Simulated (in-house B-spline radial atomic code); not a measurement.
**Hf⁶²⁺: excited configurations**

How much energy does it take to promote electrons of Hf⁶²⁺ to other shells? Each configuration is solved by itself and compared with the reference.

Method: Dirac-Hartree-Fock, average of configuration, Fermi nucleus, basis-set limit. Code: in-house B-spline radial atomic code version 1.

**1. What is computed**

| Quantity | Value |
| --- | --- |
| element | hafnium (Z = 72) |
| charge | +62 |
| electrons | 10 |
| configuration | [He] 2s2 2p6 |
| Hamiltonian | Dirac-Coulomb |
| nucleus | Fermi, rms radius 5.347 fm |

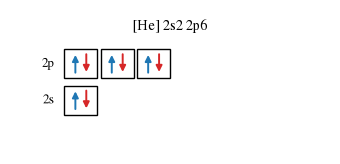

Occupation of the outer shells (arrows by Hund's rule).

Settings of the run:

```ini
Z = 72
electrons = 10.0
configuration = [He] 2s2 2p6
hamiltonian = dirac
method = hf
spin_polarised = False
nucleus = fermi
rms_radius = 5.347
mass_number = 180
atomic_mass = 179.946559537
speed_of_light = 137.035999084
```

The reference is known from an earlier run: -10420.939740 hartree in all. Up to eight levels, counted from the top:

| orbital | occupation | energy (eV) | <r> (bohr) |
| --- | --- | --- | --- |
| 1s1/2 | 2 | -71137.5 | 0.01897 |
| 2s1/2 | 2 | -16404.6 | 0.07837 |
| 2p1/2 | 2 | -15944.7 | 0.06497 |
| 2p3/2 | 4 | -14705.4 | 0.07228 |

**2. Configuration [He] 2s1 2p6 6s1**

Settings of the run:

```ini
Z = 72
electrons = 10.0
configuration = [He] 2s1 2p6 6s1
hamiltonian = dirac
method = hf
spin_polarised = False
nucleus = fermi
rms_radius = 5.347
mass_number = 180
atomic_mass = 179.946559537
speed_of_light = 137.035999084
```

**3. Configuration [He] 2s2 2p5 3s1**

Changes to the settings of step 2:

```diff
@@ -2,3 +2,3 @@
 electrons = 10.0
-configuration = [He] 2s1 2p6 6s1
+configuration = [He] 2s2 2p5 3s1
 hamiltonian = dirac
```

**4. Run with [He] 2s2 2p5 6g1**

Changes to the settings of step 3:

```diff
@@ -2,3 +2,3 @@
 electrons = 10.0
-configuration = [He] 2s2 2p5 3s1
+configuration = [He] 2s2 2p5 6g1
 hamiltonian = dirac
```

**5. Configuration [He] 2s1 2p6 5f1**

Changes to the settings of step 4:

```diff
@@ -2,3 +2,3 @@
 electrons = 10.0
-configuration = [He] 2s2 2p5 6g1
+configuration = [He] 2s1 2p6 5f1
 hamiltonian = dirac
```

**6. Run with [He] 2s1 2p6 4f1**

Changes to the settings of step 5:

```diff
@@ -2,3 +2,3 @@
 electrons = 10.0
-configuration = [He] 2s1 2p6 5f1
+configuration = [He] 2s1 2p6 4f1
 hamiltonian = dirac
```

Before running: How far above the reference does each configuration lie (order and size, in eV)?

**Answer**, as computed:

| net move | configuration | energy above the reference (eV) | with Breit, QED, recoil (eV) | largest <r> (bohr) |
| --- | --- | --- | --- | --- |
| 2p → 3s | [He] 2s2 2p5 3s1 | 8264.61 | 8246.40 | 0.187 |
| 2s → 4f | [He] 2s1 2p6 4f1 | 13005.8 | 12967.0 | 0.283 |
| 2p → 6g | [He] 2s2 2p5 6g1 | 13609.8 | 13581.3 | 0.695 |
| 2s → 5f | [He] 2s1 2p6 5f1 | 14227.0 | 14188.2 | 0.496 |
| 2s → 6s | [He] 2s1 2p6 6s1 | 14795.4 | 14757.6 | 0.798 |

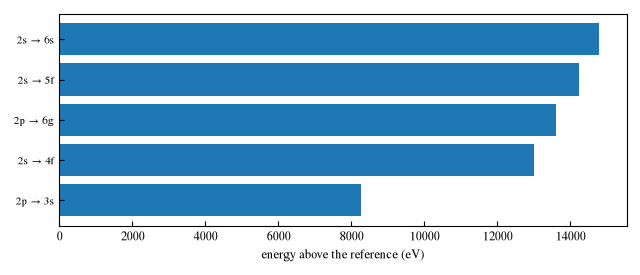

The configurations in order of energy, labelled by the net move of electrons.

Quantum defects of the promoted electron, δ = n − ζ/√(−2ε) with ζ = 63 and ε its orbital energy in hartree:

| promotion | δ |
| --- | --- |
| 2p → 3s | 0.192 |
| 2s → 4f | 0.012 |
| 2p → 6g | 0.010 |
| 2s → 5f | 0.017 |
| 2s → 6s | 0.248 |

**Reading.** The lowest of them is 2p → 3s at 8264.61 eV and the highest 2s → 6s at 14795.4 eV. Of those tabulated, the defect is largest for 6s (0.25) and least for 6g (0.01); at this charge much of the defect is relativistic. Two partly filled shells share a symmetry and can mix in the average, which may lower the energy, for: 2s → 6s. These are averages over configurations, without correlation, not spectroscopic levels.
